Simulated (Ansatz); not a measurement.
**CHAlP (quartet): wave-function methods side by side at a displaced geometry (v1), cc-pVDZ**

How much of the correlation energy of CHAlP (quartet) does each wave-function method recover here?

Method: cc-pVDZ, core rule «outside noble gas», up to 11 orbitals frozen; program: Ansatz 0.2.0, Gaussian basis.

To be run: UHF; CCSD(T) on ROHF; CCSD(T) on UHF; BCCD(T) on ROHF; CISD; CCSDT(Q) on ROHF; CCSDT(Q) on UHF.

27 further runs of the same task are left out: 9 that didn't finish, 18 set aside as unsound or not needed.

### Step 1. The geometry

The geometry is a PBE0/def2-TZVP stationary point (not a proven minimum) with its atoms shifted at random (size 0.040 Å).

4 atoms, charge 0, spin multiplicity 4.

Atoms are counted from 1 here; the program's logs count them from 0.

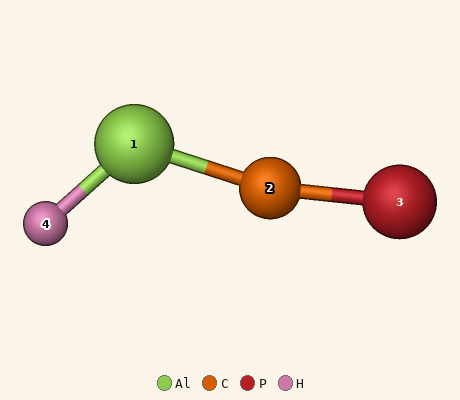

The geometry (aluminium green, carbon orange, phosphorus red, hydrogen pink); atoms are numbered from 1 in the order of the file.

In the tables R marks a restricted open-shell determinant and U an unrestricted one; energies count from the table's Hartree-Fock row.

### Step 2. UHF

File in.yaml:

```yaml
crystal:
  periodic: [false, false, false]
  atoms:
    - {symbol: Al, position_ang: [0.002335, 0.398407, 1.138451]}
    - {symbol: C, position_ang: [0.001521, 0.163195, -0.754310]}
    - {symbol: P, position_ang: [0.049465, 0.310242, -2.484036]}
    - {symbol: H, position_ang: [-0.053320, -0.871844, 2.099896]}
basis:
  gaussian: {orbitals: cc-pVDZ}
magnetization: {spin_polarized: true, initial_magnetization: 3}
hamiltonian: {xc: hf}
output: {orbitals: {seedname: orbitals}}
```

Run with:

```bash
> ansatz run in.yaml --threads 1 --pin off --events-out ev --progress --plain --max-ram 2393MiB
```

The program printed:

```text
Functional definition: HF
  name "HF"
  cite "Fock, Z. Phys. 61, 126 (1930) doi:10.1007/BF01340294"
  parent pbe
  exchange = exact_x
  correlation = 0
551 factors; integrals over basis functions are off by at most 1.1e-3 eV
mean field evaluation 1: about -16894.5093 eV, gradient 1.2e1 eV
mean field evaluation 2: about -16894.5141 eV, gradient 1.2e1 eV
mean field evaluation 4: about -16896.3025 eV, gradient 3.0e0 eV
mean field evaluation 8: about -16896.6690 eV, gradient 3.8e-1 eV
mean field evaluation 16: about -16896.6863 eV, gradient 4.4e-2 eV
mean field evaluation 32: about -16897.4174 eV, gradient 7.5e-6 eV
mean field evaluation 64: about -16897.1188 eV, gradient 6.7e-1 eV
mean field evaluation 96: about -16895.7325 eV, gradient 1.5e0 eV
mean field evaluation 128: about -16897.1546 eV, gradient 9.0e-2 eV
mean field evaluation 160: about -16897.3159 eV, gradient 7.5e-1 eV
mean field evaluation 192: about -16896.6435 eV, gradient 5.7e-1 eV
mean field evaluation 224: about -16897.3373 eV, gradient 1.1e0 eV
mean field -16897.41735845 eV, -620.9686344423 hartree, gradient 7.5e-6 eV, S^2 4.180275; 5 other end points of the search recorded, 0 dependent functions left out
reference -16897.41735845 eV, -620.9686344423 hartree; 19, 16 occupied and 36, 39 virtual orbitals, 551 factors
Total energy: -16897.41735845 eV, -620.9686344423 hartree
```

It took 3.4 s on 1 thread of Arm Neoverse V2, shared host.

From the report: ⟨S²⟩ of the determinant 4.180 (pure quartet: 3.75).

### Step 3. CCSD(T) on ROHF

in.yaml, as its differences from that of step 2:

```diff
@@ -9,4 +9,3 @@
   gaussian: {orbitals: cc-pVDZ}
-magnetization: {spin_polarized: true, initial_magnetization: 3}
-hamiltonian: {xc: hf}
-output: {orbitals: {seedname: orbitals}}
+magnetization: {spin_polarized: false, initial_magnetization: 3}
+correlation: {method: ccsd_t, electrons: outside_noble_gas}
```

Same command.

The program printed (excerpt; [...] marks lines left out):

```text
Functional definition: HF
  name "HF"
  cite "Fock, Z. Phys. 61, 126 (1930) doi:10.1007/BF01340294"
  parent pbe
[...]
551 factors; integrals over basis functions are off by at most 1.1e-3 eV
[...]
mean field -16896.94203314 eV, -620.9511665591 hartree, gradient 2.2e-6 eV, S^2 3.750000; 16 other end points of the search recorded, 0 dependent functions left out
[...]
determinant -16896.94203314 eV, -620.9511665591 hartree, with singles and doubles -16904.78351158 eV, -621.2393355766 hartree
determinant -16896.60724391 eV, -620.9388632819 hartree, with singles and doubles -16904.33206597 eV, -621.2227452564 hartree
determinant -16896.46597734 eV, -620.9336718312 hartree, with singles and doubles -16904.31473328 eV, -621.2221082920 hartree
determinant -16895.76826876 eV, -620.9080315138 hartree, with singles and doubles -16903.48474614 eV, -621.1916068270 hartree
[...]
determinant -16893.60586615 eV, -620.8285646837 hartree, with singles and doubles -16902.12077152 eV, -621.1414816843 hartree
determinant -16896.94203314 eV, -620.9511665591 hartree, with singles and doubles -16904.79182733 eV, -621.2396411749 hartree
determinant -16896.60724391 eV, -620.9388632819 hartree, with singles and doubles -16904.35190275 eV, -621.2234742446 hartree
determinant -16896.46597734 eV, -620.9336718312 hartree, with singles and doubles -16904.32334339 eV, -621.2224247076 hartree
[...]
11 core orbitals not correlated: weight in the atoms' cores, before any rotation towards them, 1.000 or more for the frozen orbitals, at most 0.000 for the correlated occupied ones
reference -16896.94203314 eV, -620.9511665591 hartree; 8, 5 occupied and 36, 39 virtual orbitals, 551 factors
second order -6.64602518 eV of doubles, -0.13190797 eV of singles
cycle   1  -7.84978914 eV  change    5.1e-6 eV  update   4.4e-6
perturbative correction -0.39033062 eV, -0.0143443856 hartree
Total energy: -16905.18215289 eV, -621.2539853748 hartree
```

It took 21 s on 1 thread of Arm Neoverse V2, shared host.

From the report: correlation -8.2401 eV; T1 0.031; largest double amplitude 0.11.

### Step 4. CCSD(T) on UHF

in.yaml, as its differences from that of step 3:

```diff
@@ -9,3 +9,3 @@
   gaussian: {orbitals: cc-pVDZ}
-magnetization: {spin_polarized: false, initial_magnetization: 3}
+magnetization: {spin_polarized: true, initial_magnetization: 3}
 correlation: {method: ccsd_t, electrons: outside_noble_gas}
```

Same command.

The program printed (excerpt; [...] marks lines left out):

```text
Functional definition: HF
  name "HF"
  cite "Fock, Z. Phys. 61, 126 (1930) doi:10.1007/BF01340294"
  parent pbe
[...]
551 factors; integrals over basis functions are off by at most 1.1e-3 eV
[...]
mean field -16897.41735845 eV, -620.9686344423 hartree, gradient 2.0e-6 eV, S^2 4.180275; 19 other end points of the search recorded, 0 dependent functions left out
determinant -16897.41735845 eV, -620.9686344423 hartree, with singles and doubles -16904.76927804 eV, -621.2388125038 hartree
determinant -16897.30720509 eV, -620.9645863809 hartree, with singles and doubles -16904.68765137 eV, -621.2358127790 hartree
determinant -16897.15411120 eV, -620.9589602840 hartree, with singles and doubles -16904.28574936 eV, -621.2210431525 hartree
determinant -16896.98176057 eV, -620.9526265154 hartree, with singles and doubles -16904.28441908 eV, -621.2209942656 hartree
[...]
determinant -16896.68639628 eV, -620.9417720780 hartree, with singles and doubles -16904.33095384 eV, -621.2227043867 hartree
determinant -16895.89623148 eV, -620.9127340570 hartree, with singles and doubles -16904.71251725 eV, -621.2367265834 hartree
determinant -16897.15401017 eV, -620.9589565715 hartree, with singles and doubles -16904.78010654 eV, -621.2392104439 hartree
determinant -16897.15401017 eV, -620.9589565715 hartree, with singles and doubles -16904.78863033 eV, -621.2395236872 hartree
11 core orbitals not correlated: weight in the atoms' cores, before any rotation towards them, 1.000 or more for the frozen orbitals, at most 0.000 for the correlated occupied ones
reference -16897.41735845 eV, -620.9686344423 hartree; 8, 5 occupied and 36, 39 virtual orbitals, 551 factors
second order -5.85853685 eV of doubles, -0.00000000 eV of singles
cycle   1  -7.37561518 eV  change    5.1e-7 eV  update   4.5e-6
perturbative correction -0.36076292 eV, -0.0132577929 hartree
Total energy: -16905.15373655 eV, -621.2529410936 hartree
```

It took 33 s on 1 thread of Arm Neoverse V2, shared host.

From the report: ⟨S²⟩ of the determinant 4.180 (pure quartet: 3.75); correlation -7.7364 eV; T1 0.063; largest double amplitude 0.13.

### Step 5. BCCD(T) on ROHF

in.yaml, as its differences from that of step 4:

```diff
@@ -9,3 +9,3 @@
   gaussian: {orbitals: cc-pVDZ}
-magnetization: {spin_polarized: true, initial_magnetization: 3}
-correlation: {method: ccsd_t, electrons: outside_noble_gas}
+magnetization: {spin_polarized: false, initial_magnetization: 3}
+correlation: {method: bccd_t, electrons: outside_noble_gas}
```

Same command.

The program printed (excerpt; [...] marks lines left out):

```text
Functional definition: HF
  name "HF"
  cite "Fock, Z. Phys. 61, 126 (1930) doi:10.1007/BF01340294"
  parent pbe
[...]
551 factors; integrals over basis functions are off by at most 1.1e-3 eV
[...]
mean field -16896.94203314 eV, -620.9511665591 hartree, gradient 2.2e-6 eV, S^2 3.750000; 16 other end points of the search recorded, 0 dependent functions left out
[...]
determinant -16896.94203314 eV, -620.9511665591 hartree, with singles and doubles -16904.78351158 eV, -621.2393355766 hartree
determinant -16896.60724391 eV, -620.9388632819 hartree, with singles and doubles -16904.33206597 eV, -621.2227452564 hartree
determinant -16896.46597734 eV, -620.9336718312 hartree, with singles and doubles -16904.31473328 eV, -621.2221082920 hartree
determinant -16895.76826876 eV, -620.9080315138 hartree, with singles and doubles -16903.48474614 eV, -621.1916068270 hartree
[...]
determinant -16896.94203314 eV, -620.9511665591 hartree, with singles and doubles -16904.79182733 eV, -621.2396411749 hartree
determinant -16896.60724391 eV, -620.9388632819 hartree, with singles and doubles -16904.35190275 eV, -621.2234742446 hartree
determinant -16896.46597734 eV, -620.9336718312 hartree, with singles and doubles -16904.32334339 eV, -621.2224247076 hartree
[...]
11 core orbitals not correlated: weight in the atoms' cores, before any rotation towards them, 1.000 or more for the frozen orbitals, at most 0.000 for the correlated occupied ones
reference -16896.94203314 eV, -620.9511665591 hartree; 8, 5 occupied and 36, 39 virtual orbitals, 551 factors
second order -6.64602518 eV of doubles, -0.13190797 eV of singles
cycle   1  -7.83579491 eV  change    1.4e-2 eV  update   1.1e-2
[...]
cycle  18  -7.83518840 eV  change    1.4e-6 eV  update   1.4e-5
perturbative correction -0.40182740 eV, -0.0147668847 hartree
Total energy: -16905.17904894 eV, -621.2538713068 hartree
```

It took 22 s on 1 thread of Arm Neoverse V2, shared host.

From the report: correlation -8.2370 eV; largest double amplitude 0.11.

### Step 6. CISD

in.yaml, as its differences from that of step 5:

```diff
@@ -10,2 +10,2 @@
 magnetization: {spin_polarized: false, initial_magnetization: 3}
-correlation: {method: bccd_t, electrons: outside_noble_gas}
+correlation: {active_space: {ras: {orbitals: [5, 3, 36], electrons: 13, max_holes: 2, max_particles: 2}, fixed_orbitals: true}}
```

Launched as before.

The program printed (excerpt; [...] marks lines left out):

```text
Functional definition: HF
  name "HF"
  cite "Fock, Z. Phys. 61, 126 (1930) doi:10.1007/BF01340294"
  parent pbe
[...]
551 factors; integrals over basis functions are off by at most 1.1e-3 eV
[...]
mean field -16896.94203314 eV, -620.9511665591 hartree, gradient 2.2e-6 eV, S^2 3.750000; 12 other end points of the search recorded, 0 dependent functions left out
reference -16896.94203314 eV, -620.9511665591 hartree; 19, 16 occupied and 36, 39 virtual orbitals, 551 factors
state -16903.95314844 eV, -621.2088202942 hartree
Total energy: -16903.95314844 eV, -621.2088202942 hartree
```

Wall time 23 s (1 thread of Arm Neoverse V2, shared host).

From the report: 428,374 determinants.

### Step 7. CCSDT(Q) on ROHF

in.yaml, as its differences from that of step 6:

```diff
@@ -10,2 +10,2 @@
 magnetization: {spin_polarized: false, initial_magnetization: 3}
-correlation: {active_space: {ras: {orbitals: [5, 3, 36], electrons: 13, max_holes: 2, max_particles: 2}, fixed_orbitals: true}}
+correlation: {method: ccsdt_q, electrons: outside_noble_gas}
```

Launched as before.

The program printed (excerpt; [...] marks lines left out):

```text
Functional definition: HF
  name "HF"
  cite "Fock, Z. Phys. 61, 126 (1930) doi:10.1007/BF01340294"
  parent pbe
[...]
1029 factors; integrals over basis functions are off by at most 2.2e-7 eV
[...]
mean field -16896.94211551 eV, -620.9511695861 hartree, gradient 2.3e-6 eV, S^2 3.750000; 17 other end points of the search recorded, 0 dependent functions left out
[...]
determinant -16896.94211551 eV, -620.9511695861 hartree, with singles and doubles -16904.78359979 eV, -621.2393388185 hartree
determinant -16896.60732374 eV, -620.9388662155 hartree, with singles and doubles -16904.33215242 eV, -621.2227484337 hartree
determinant -16896.46606711 eV, -620.9336751301 hartree, with singles and doubles -16904.31482962 eV, -621.2221118324 hartree
determinant -16895.76835887 eV, -620.9080348254 hartree, with singles and doubles -16903.48484454 eV, -621.1916104431 hartree
[...]
determinant -16896.94211551 eV, -620.9511695861 hartree, with singles and doubles -16904.79191640 eV, -621.2396444481 hartree
determinant -16896.60732374 eV, -620.9388662155 hartree, with singles and doubles -16904.35198699 eV, -621.2234773405 hartree
determinant -16896.46606711 eV, -620.9336751301 hartree, with singles and doubles -16904.32344017 eV, -621.2224282642 hartree
[...]
11 core orbitals not correlated: weight in the atoms' cores, before any rotation towards them, 1.000 or more for the frozen orbitals, at most 0.000 for the correlated occupied ones
reference -16896.94211551 eV, -620.9511695861 hartree; 8, 5 occupied and 36, 39 virtual orbitals, 1029 factors
second order -6.64605980 eV of doubles, -0.13190783 eV of singles
cycle   1  -7.37037740 eV  change   -5.9e-1 eV  update   1.1e-1
[...]
cycle  38  -8.37782607 eV  change   -4.4e-7 eV  update   4.1e-7
perturbative correction -0.07070343 eV, -0.0025983032 hartree
Total energy: -16905.39064501 eV, -621.2616473188 hartree
```

Wall time 3.7 min (1 thread of Arm Neoverse V2, shared host); peak memory 0.95 GiB.

From the report: correlation -8.4485 eV; T1 0.032; largest double amplitude 0.39.

### Step 8. CCSDT(Q) on UHF

in.yaml, as its differences from that of step 7:

```diff
@@ -9,3 +9,3 @@
   gaussian: {orbitals: cc-pVDZ}
-magnetization: {spin_polarized: false, initial_magnetization: 3}
+magnetization: {spin_polarized: true, initial_magnetization: 3}
 correlation: {method: ccsdt_q, electrons: outside_noble_gas}
```

The command is unchanged.

The program printed (excerpt; [...] marks lines left out):

```text
Functional definition: HF
  name "HF"
  cite "Fock, Z. Phys. 61, 126 (1930) doi:10.1007/BF01340294"
  parent pbe
[...]
1029 factors; integrals over basis functions are off by at most 2.2e-7 eV
[...]
mean field -16897.41744276 eV, -620.9686375405 hartree, gradient 4.6e-6 eV, S^2 4.180276; 19 other end points of the search recorded, 0 dependent functions left out
determinant -16897.41744276 eV, -620.9686375405 hartree, with singles and doubles -16904.76936551 eV, -621.2388157184 hartree
determinant -16897.30729074 eV, -620.9645895286 hartree, with singles and doubles -16904.68773918 eV, -621.2358160059 hartree
determinant -16897.15419563 eV, -620.9589633871 hartree, with singles and doubles -16904.28583682 eV, -621.2210463668 hartree
determinant -16896.98184366 eV, -620.9526295688 hartree, with singles and doubles -16904.28450648 eV, -621.2209974777 hartree
[...]
determinant -16895.89631276 eV, -620.9127370442 hartree, with singles and doubles -16904.71260705 eV, -621.2367298832 hartree
determinant -16897.15409282 eV, -620.9589596086 hartree, with singles and doubles -16904.78019616 eV, -621.2392137372 hartree
determinant -16897.15409282 eV, -620.9589596086 hartree, with singles and doubles -16904.78871993 eV, -621.2395269802 hartree
11 core orbitals not correlated: weight in the atoms' cores, before any rotation towards them, 1.000 or more for the frozen orbitals, at most 0.000 for the correlated occupied ones
reference -16897.41744276 eV, -620.9686375405 hartree; 8, 5 occupied and 36, 39 virtual orbitals, 1029 factors
second order -5.85856266 eV of doubles, -0.00000000 eV of singles
cycle   1  -6.62427858 eV  change   -7.7e-1 eV  update   1.2e-1
[...]
cycle  35  -7.90357090 eV  change    1.8e-7 eV  update   1.2e-6
perturbative correction -0.07534231 eV, -0.0027687788 hartree
Total energy: -16905.39635596 eV, -621.2618571925 hartree
```

Run time: 3.6 min. Hardware: 1 thread of Arm Neoverse V2, shared host; peak memory 0.8 GiB.

From the report: ⟨S²⟩ of the determinant 4.180 (pure quartet: 3.75); correlation -7.9789 eV; T1 0.071; largest double amplitude 0.40.

### Step 9. Misses and costs

No level here is safe as a reference; RCCSDT(Q) serves as a yardstick only. Rows without a time come out of other runs: HF, MP2 and CCSD of CCSD(T), CCSDT of CCSDT(Q).

Differences are taken before rounding.

```tsv
method	energy from the lowest RHF (kJ/mol)	from RCCSDT(Q) (kJ/mol)	time
RHF	0.0	+815.2	
UHF	-45.9	+769.3	
RMP2	-654.0	+161.2	
UMP2	-611.1	+204.0	
CISD	-676.5	+138.7	23 s
RCCSD	-757.4	+57.8	
UCCSD	-757.5	+57.7	
RCCSD(T)	-795.1	+20.1	21 s
UCCSD(T)	-792.3	+22.9	33 s
BCCD(T)	-794.8	+20.4	22 s
RCCSDT	-808.3	+6.8	
UCCSDT	-808.4	+6.7	
RCCSDT(Q)	-815.2	0	3.7 min
UCCSDT(Q)	-815.7	-0.6	3.6 min
```

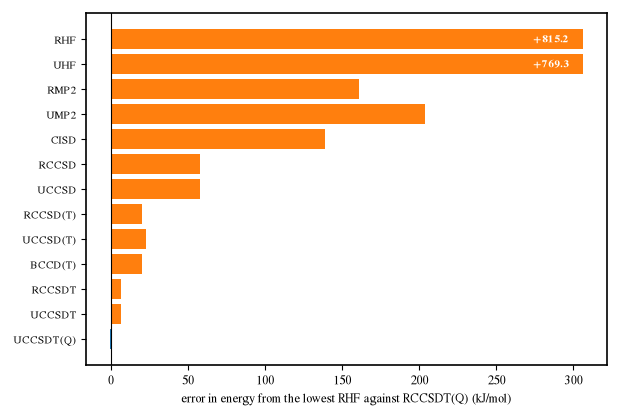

How far each level lands from RCCSDT(Q). Bars with a number in them are cut short.

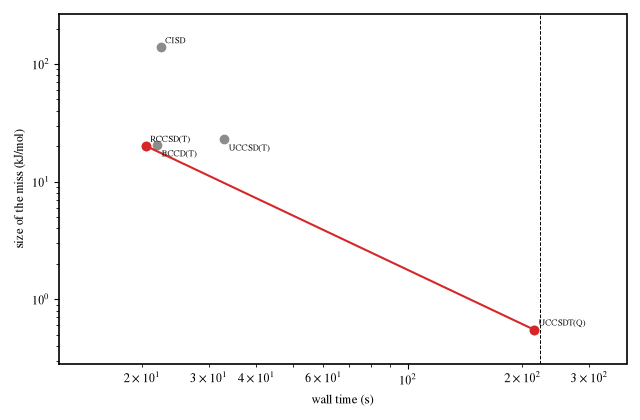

Miss against cost. Red marks the levels that no quicker level drawn beats (of those quicker than the yardstick), and the dashed line is the time of RCCSDT(Q). Times are from a shared host.

### Step 10. Outcome

```
                      quantity          value
RCCSDT(Q) below the RHF energy     -8.4486 eV
           RMP2 from RCCSDT(Q)  +161.2 kJ/mol
           UMP2 from RCCSDT(Q)  +204.0 kJ/mol
          RCCSD from RCCSDT(Q)   +57.8 kJ/mol
       RCCSD(T) from RCCSDT(Q)   +20.1 kJ/mol
       UCCSD(T) from RCCSDT(Q)   +22.9 kJ/mol
      UCCSDT(Q) from RCCSDT(Q)    -0.6 kJ/mol
                 T1 diagnostic          0.031
```

In words: RCCSD(T) lands +20.1 kJ/mol from the yardstick (2.5 % of the correlation energy). CCSD(T) misses by +20.1 kJ/mol on the restricted determinant and by +22.9 kJ/mol on the unrestricted one; the two need not hold the same state or core. Warnings: spin contamination.
